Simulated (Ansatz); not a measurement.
# Geometry relaxation of SiN₃H₉O (part 2 of 2)

The same run, continued: SiN₃H₉O; RKS PBE0/6-31G* (Ansatz 0.2.0). The input holds or restrains some coordinates. It belongs to a series of runs on one base structure; here: pulled along the bonds that form and break, towards end A.

Geometry of the input (Å):
```
Si 0.0000  0.0000  0.0000
H  0.0000  0.0000  1.8100
N  1.7163  0.0000  -0.6061
H  2.2145  -0.9180  -0.7868
H  2.2175  0.9180  -0.7783
N  -0.8572  1.4851  -0.6061
H  -1.8773  1.4300  -0.8888
H  -0.3367  2.4058  -0.6766
N  -0.8572  -1.4851  -0.6061
H  -1.3922  -2.1014  0.0704
H  -0.8219  -1.7344  -1.6357
O  0.7368  -1.7285  0.6243
H  0.1020  -2.4744  0.3777
H  0.3766  -0.8836  1.7351
```

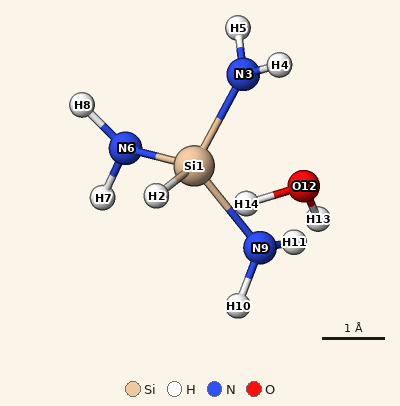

**Figure 1.** The geometry at step 11 of the log (ball-and-stick view, seen at a tilt; atoms are numbered from 1 in the order of the input).

### Trajectory as extended XYZ, continued
```
14
Properties=species:S:1:pos:R:3:forces:R:3 step=3 energy=-14528.94388
Si   -0.0609    0.1644    0.0096    2.5955  -4.3594  -0.5033
H    -0.1006    0.2277    1.6494   -0.2913   0.0734  -1.6927
N     1.6846    0.0261   -0.6012   -1.5044   0.8729   0.1628
H     2.1915   -0.8823   -0.7693   -1.0877   1.7011   0.7515
H     2.2110    0.8941   -0.7825   -0.2465  -0.9907  -0.1390
N    -0.8622    1.5018   -0.6116   -0.3710   0.8635  -0.4560
H    -1.8526    1.4386   -0.8829    0.9929   0.4585   0.1500
H    -0.3579    2.3926   -0.6787   -0.9285  -0.3987  -0.1641
N    -0.8911   -1.4395   -0.6183   -1.1038   1.7702  -0.0169
H    -1.3904   -2.0786    0.0383    0.0058   1.0421  -1.4035
H    -0.8356   -1.7247   -1.6114   -0.4310   0.3845   1.1024
O     0.8527   -1.9242    0.8699    0.2450   0.0943   3.1336
H     0.1228   -2.4567    0.4034    1.4992   1.7249   1.4675
H     0.5100   -1.2257    1.6183    0.6257  -3.2366  -2.3924
14
Properties=species:S:1:pos:R:3:forces:R:3 step=4 energy=-14529.98694
Si   -0.0743    0.2133    0.0025    2.6010  -4.9297  -0.9204
H    -0.1280    0.2812    1.5360   -0.1993  -0.1926  -0.6592
N     1.6549    0.0418   -0.6008   -1.5786   0.7015   0.1963
H     2.1655   -0.8519   -0.7522   -0.9618   1.1639   0.6639
H     2.2048    0.8824   -0.7845   -0.1476  -0.5379  -0.0950
N    -0.8684    1.5186   -0.6236   -0.4380   1.1094  -0.6453
H    -1.8443    1.4519   -0.8853    0.3109   0.4438  -0.0706
H    -0.3749    2.3984   -0.6848   -0.6397   0.2120  -0.2432
N    -0.8999   -1.4050   -0.6101   -0.2420   1.8377   0.4970
H    -1.3970   -2.0546    0.0172   -0.1519   0.8208  -0.8672
H    -0.8392   -1.7116   -1.5896   -0.1839   0.3891   0.8102
O     0.9152   -2.0642    0.9901   -0.2877  -1.0042   0.7477
H     0.1506   -2.4237    0.4264    1.7581   1.2755   1.2331
H     0.5563   -1.3632    1.5919    0.1606  -1.2893  -0.6473
14
Properties=species:S:1:pos:R:3:forces:R:3 step=5 energy=-14530.93372
Si   -0.0586    0.1793   -0.0410    1.0233  -2.6675  -1.0963
H    -0.1369    0.2582    1.4408   -0.1356  -0.3384   0.2023
N     1.6136    0.0657   -0.6166   -1.0347   0.3067  -0.0213
H     2.1239   -0.8144   -0.7108   -0.4732   0.4637   0.4593
H     2.1884    0.8818   -0.7898   -0.1243  -0.1724  -0.0552
N    -0.8651    1.5226   -0.6463    0.1034   0.4301  -0.3963
H    -1.8394    1.4707   -0.8937    0.0333   0.3312  -0.0889
H    -0.3944    2.4120   -0.6933   -0.4577   0.2569  -0.1843
N    -0.9164   -1.3517   -0.5998    0.3466   1.2675   0.4276
H    -1.4296   -1.9987   -0.0040   -0.2001   0.5419  -0.2913
H    -0.8447   -1.6777   -1.5620   -0.0588   0.2728   0.3418
O     0.9635   -2.2099    1.1102   -1.2391  -0.2064  -0.1974
H     0.2235   -2.3857    0.4336    1.7464   0.4990   1.1845
H     0.5935   -1.4388    1.6057    0.4703  -0.9853  -0.2846
14
Properties=species:S:1:pos:R:3:forces:R:3 step=6 energy=-14531.47301
Si   -0.0514    0.1173   -0.0811   -0.3730   0.1883  -0.3422
H    -0.1564    0.1245    1.3968   -0.1295  -0.1257   0.3246
N     1.5544    0.0586   -0.6641    0.4137  -0.4242  -0.3487
H     2.1052   -0.8025   -0.5893   -0.3904   0.5869   0.3117
H     2.1280    0.8737   -0.8253   -0.0879  -0.0231  -0.0685
N    -0.8493    1.5073   -0.6916    0.4678   0.0154  -0.0950
H    -1.8291    1.4837   -0.9211    0.0187   0.1753  -0.0011
H    -0.4072    2.4138   -0.7080   -0.3155   0.1170  -0.0790
N    -0.9238   -1.2934   -0.6018   -0.1973  -0.5783   0.2687
H    -1.5606   -1.8579   -0.0350    0.2235   0.5331  -0.2973
H    -0.8792   -1.6124   -1.5609   -0.0705   0.1176   0.0178
O     1.0599   -2.2475    1.1689   -1.3295   0.4059  -0.2843
H     0.3847   -2.3160    0.4150    1.1274   0.1169   1.2471
H     0.6459   -1.5356    1.7307    0.6425  -1.1050  -0.6538
14
Properties=species:S:1:pos:R:3:forces:R:3 step=7 energy=-14531.66564
Si   -0.0740    0.0934   -0.0858   -0.0334   0.4044  -0.5737
H    -0.1899    0.0419    1.3871   -0.2023   0.0440   0.3944
N     1.5397    0.0347   -0.6549    0.3549  -0.3042  -0.0906
H     2.1135   -0.7714   -0.3920   -0.3269   0.4830   0.1177
H     2.0875    0.8524   -0.8862   -0.1324  -0.0753  -0.0454
N    -0.8221    1.4942   -0.7495    0.1673   0.0483  -0.0787
H    -1.8157    1.5130   -0.9225    0.0282   0.0527   0.0581
H    -0.4070    2.4138   -0.7128   -0.1094   0.0174   0.0055
N    -0.9140   -1.3305   -0.6038   -0.3627  -0.6212  -0.1673
H    -1.6522   -1.7904   -0.0731    0.1926   0.3739  -0.1261
H    -0.9937   -1.5434   -1.5971    0.0690   0.1428   0.2982
O     1.1527   -2.2255    1.1464   -0.8173   0.3042   0.1348
H     0.4553   -2.3248    0.4421    0.6290   0.0383   0.6064
H     0.7410   -1.5438    1.7350    0.5434  -0.9081  -0.5332
14
Properties=species:S:1:pos:R:3:forces:R:3 step=8 energy=-14531.75714
Si   -0.0806    0.0715   -0.1037    0.0938   0.3810  -0.5541
H    -0.2086   -0.0125    1.3663   -0.1943   0.1439   0.4235
N     1.5427    0.0215   -0.6473    0.1620  -0.1276   0.1053
H     2.1390   -0.6837   -0.2143   -0.1594   0.2810  -0.0904
H     2.0392    0.8275   -1.0035   -0.1135  -0.1256   0.0072
N    -0.7979    1.4828   -0.7870   -0.0193   0.0095  -0.0966
H    -1.8015    1.5275   -0.8872    0.0018   0.0260   0.0271
H    -0.3916    2.4031   -0.7005    0.0007   0.0063   0.0445
N    -0.9249   -1.3598   -0.6089   -0.1750  -0.2539  -0.0983
H    -1.7204   -1.7223   -0.0936    0.0619   0.1850  -0.0444
H    -1.0369   -1.5176   -1.6052    0.0324  -0.0086   0.0878
O     1.1998   -2.2092    1.1314   -0.4389   0.2839   0.4549
H     0.5061   -2.3455    0.4477    0.2405  -0.0164   0.1925
H     0.7566   -1.5699    1.7387    0.5074  -0.7846  -0.4590
14
Properties=species:S:1:pos:R:3:forces:R:3 step=10 energy=-14531.77494 accepted=F
Si   -0.0491    0.0491   -0.0741   -0.2064   0.3732  -0.5558
H    -0.1753   -0.0294    1.3907   -0.2227   0.1969   0.4154
N     1.5698    0.1758   -0.5479    1.0621  -0.2854  -0.2805
H     2.2658   -0.5259   -0.2984   -0.3386   0.2852   0.0600
H     1.8554    0.7636   -1.3285   -0.2798  -0.2677   0.2748
N    -0.7284    1.4635   -0.8124   -0.2245   0.2068   0.1323
H    -1.7254    1.4713   -0.9872    0.0276   0.0735   0.0396
H    -0.4225    2.3709   -0.4672   -0.0990  -0.1855  -0.1192
N    -0.9063   -1.3904   -0.5876   -0.0246   0.0111  -0.1261
H    -1.8252   -1.5548   -0.1909    0.0185   0.0037   0.0668
H    -0.9450   -1.5552   -1.5873    0.0261  -0.0139  -0.0415
O     1.1635   -2.2362    1.2026   -0.2824   0.2801   0.5280
H     0.4996   -2.4307    0.5153   -0.0258  -0.0351  -0.0320
H     0.6443   -1.6581    1.8058    0.5693  -0.6430  -0.3618
14
Properties=species:S:1:pos:R:3:forces:R:3 step=11 energy=-14531.77093 accepted=F
Si   -0.0688    0.0574   -0.0980   -0.0417   0.1886  -0.5638
H    -0.2089   -0.0366    1.3672   -0.1873   0.1963   0.4264
N     1.5646    0.0883   -0.5744   -1.1512  -0.2804   0.6659
H     2.2246   -0.5343   -0.1814    0.6239  -0.6919   0.4509
H     1.9162    0.7111   -1.2403    0.5111   0.9878  -1.1230
N    -0.7673    1.4763   -0.8085   -0.0738  -0.3649  -0.0635
H    -1.7715    1.5172   -0.8995   -0.0777   0.0052  -0.0173
H    -0.4013    2.3783   -0.5637    0.1436   0.3531   0.0948
N    -0.9306   -1.3755   -0.6120    0.0581   0.0118  -0.0168
H    -1.8216   -1.5793   -0.1752   -0.0301   0.0037   0.0038
H    -0.9832   -1.5440   -1.6098   -0.0219  -0.0154  -0.0212
O     1.2220   -2.1948    1.1660   -0.4696   0.1971   0.4673
H     0.5503   -2.4306    0.4932    0.1409   0.0818   0.1153
H     0.6966   -1.6199    1.7694    0.5757  -0.6727  -0.4188
14
Properties=species:S:1:pos:R:3:forces:R:3 step=12 energy=-14531.80166
Si   -0.0768    0.0576   -0.1017    0.0196   0.2232  -0.5964
H    -0.2210   -0.0404    1.3639   -0.1864   0.1964   0.4210
N     1.5560    0.0591   -0.5886   -0.0107   0.1157   0.0292
H     2.2087   -0.5684   -0.1398   -0.0021   0.0154  -0.0397
H     1.9528    0.7435   -1.2147   -0.0278  -0.0908   0.0250
N    -0.7782    1.4734   -0.8111   -0.0345  -0.0338  -0.0183
H    -1.7861    1.5317   -0.8583   -0.0125   0.0009  -0.0216
H    -0.3838    2.3844   -0.6202    0.0322   0.0214   0.0362
N    -0.9259   -1.3808   -0.6153   -0.0345   0.0006   0.0019
H    -1.7946   -1.6201   -0.1504    0.0035   0.0216  -0.0216
H    -1.0072   -1.5338   -1.6142   -0.0055  -0.0200   0.0036
O     1.2156   -2.1978    1.1569   -0.2658   0.2602   0.5935
H     0.5548   -2.3824    0.4626   -0.0084  -0.0219   0.0035
H     0.7069   -1.6126    1.7638    0.5329  -0.6889  -0.4162
14
Properties=species:S:1:pos:R:3:forces:R:3 step=13 energy=-14531.80990
Si   -0.0712    0.0545   -0.0880   -0.0988   0.2380  -0.6183
H    -0.2231   -0.0412    1.3758   -0.1841   0.1798   0.4152
N     1.5666    0.1131   -0.5348    0.3088   0.4169  -0.3977
H     2.2371   -0.5447   -0.1677   -0.0208  -0.0777   0.0474
H     1.9076    0.7030   -1.2930   -0.2160  -0.3357   0.3525
N    -0.7643    1.4694   -0.8143   -0.0055   0.0211   0.0637
H    -1.7704    1.5137   -0.9019   -0.0164   0.0037  -0.0121
H    -0.3980    2.3772   -0.5517   -0.0114  -0.0422  -0.0192
N    -0.9222   -1.3835   -0.6138   -0.0703   0.0148   0.0114
H    -1.8191   -1.5824   -0.1812    0.0531   0.0100  -0.0188
H    -0.9835   -1.5380   -1.6142    0.0063  -0.0087  -0.0019
O     1.2113   -2.2114    1.1616   -0.3034   0.2992   0.5848
H     0.5295   -2.4101    0.4915    0.0218   0.0010  -0.0005
H     0.7210   -1.6060    1.7646    0.5369  -0.7201  -0.4066
14
Properties=species:S:1:pos:R:3:forces:R:3 step=14 energy=-14531.81380
Si   -0.0691    0.0643   -0.1034   -0.1010   0.1203  -0.3087
H    -0.2221   -0.1171    1.3542   -0.1653   0.3567   0.3623
N     1.5867    0.1724   -0.5048   -0.0377   0.0465   0.0290
H     2.2134   -0.5390   -0.1492   -0.0684   0.0067  -0.0243
H     1.8738    0.5852   -1.3795    0.0390  -0.0218  -0.0204
N    -0.7879    1.4821   -0.7829    0.0258   0.0350  -0.0284
H    -1.7949    1.5432   -0.8439    0.0068  -0.0025  -0.0107
H    -0.3866    2.3845   -0.5609   -0.0167  -0.0140  -0.0004
N    -0.9071   -1.3761   -0.6477    0.0327  -0.0243  -0.1205
H    -1.8109   -1.5823   -0.2351    0.0296   0.0183  -0.0224
H    -0.9333   -1.5506   -1.6468   -0.0484  -0.0140   0.0227
O     1.2035   -2.1953    1.1642   -0.1984   0.2548   0.7357
H     0.4781   -2.3354    0.5236    0.0203  -0.0207   0.0269
H     0.7775   -1.6222    1.8451    0.4816  -0.7410  -0.6407
14
Properties=species:S:1:pos:R:3:forces:R:3 step=15 energy=-14531.77740 accepted=F
Si   -0.0805    0.0711   -0.0499    0.3747   0.8145  -1.1391
H    -0.1887   -0.0199    1.4178   -0.2496   0.0501   0.3224
N     1.5622    0.1528   -0.5105    0.2775  -0.0165   0.2073
H     2.1495   -0.6012   -0.1747    0.0233   0.0309   0.0463
H     1.8305    0.4791   -1.4273   -0.1000   0.0784  -0.0001
N    -0.7909    1.4872   -0.7563   -0.0416  -0.0062   0.1004
H    -1.7857    1.5137   -0.9364    0.0311   0.0082   0.0573
H    -0.4532    2.3942   -0.4601   -0.0288   0.0187  -0.0392
N    -0.8630   -1.3406   -0.6769   -0.4995  -0.4649   0.3410
H    -1.7586   -1.5639   -0.2580   -0.1134  -0.1456  -0.1013
H    -0.9052   -1.4800   -1.6804    0.0616   0.0972   0.0580
O     1.2276   -2.1829    1.1963   -0.2800   0.2281   0.6566
H     0.5452   -2.3989    0.5360   -0.0118  -0.0106  -0.0925
H     0.7321   -1.5972    1.8132    0.5566  -0.6824  -0.4170
14
Properties=species:S:1:pos:R:3:forces:R:3 step=16 energy=-14531.83037
Si   -0.0712    0.0720   -0.0869   -0.1302   0.1851  -0.5121
H    -0.2228   -0.0732    1.3728   -0.1732   0.2354   0.3930
N     1.5873    0.1790   -0.4755    0.0052   0.0712  -0.0153
H     2.1886   -0.5527   -0.1178   -0.0050  -0.0167  -0.0063
H     1.8772    0.5510   -1.3687    0.0118  -0.0215   0.0119
N    -0.7893    1.4792   -0.7914    0.0224   0.0095  -0.0049
H    -1.7960    1.5327   -0.8609   -0.0084   0.0032  -0.0107
H    -0.3974    2.3867   -0.5737   -0.0044  -0.0094  -0.0011
N    -0.9017   -1.3729   -0.6388    0.0062   0.0180  -0.0100
H    -1.7987   -1.5851   -0.2150    0.0104   0.0017  -0.0042
H    -0.9546   -1.5229   -1.6403   -0.0139  -0.0016  -0.0030
O     1.2208   -2.2027    1.1500   -0.2453   0.2557   0.6453
H     0.5182   -2.3691    0.4921    0.0147  -0.0208  -0.0139
H     0.7608   -1.6085    1.7869    0.5098  -0.7099  -0.4688
14
Properties=species:S:1:pos:R:3:forces:R:3 step=17 energy=-14531.83222
Si   -0.0730    0.0724   -0.0795   -0.0844   0.2848  -0.5563
H    -0.2211   -0.0591    1.3819   -0.1773   0.1984   0.3885
N     1.5885    0.1924   -0.4607    0.0155   0.0191   0.0022
H     2.1856   -0.5396   -0.0943   -0.0153  -0.0025  -0.0090
H     1.8754    0.5314   -1.3681   -0.0009  -0.0029   0.0074
N    -0.7905    1.4738   -0.7974    0.0189  -0.0186   0.0067
H    -1.7971    1.5312   -0.8664    0.0017   0.0127  -0.0060
H    -0.3909    2.3809   -0.5932   -0.0143   0.0002  -0.0018
N    -0.9017   -1.3706   -0.6336   -0.0046  -0.0131  -0.0059
H    -1.7906   -1.5905   -0.1974    0.0004  -0.0056   0.0015
H    -0.9753   -1.5002   -1.6366   -0.0142  -0.0073  -0.0112
O     1.2269   -2.2028    1.1425   -0.2249   0.2153   0.6216
H     0.5442   -2.3905    0.4707   -0.0094   0.0076  -0.0061
H     0.7406   -1.6153    1.7648    0.5088  -0.6880  -0.4316
```

### Summary

- outcome: converged under the restraints of the input
- total energy: −14531.8322 eV
- mean-field energy: −14531.8322 eV
- largest force (length of the vector) at the end, held atoms and coordinates included: 0.958 eV/Å
- hardware: 2 threads of AMD EPYC (Zen 5), 32 GiB of memory available, shared host
- wall time: 22 s (CPU time 42 s)
- peak memory: 0.23 GiB
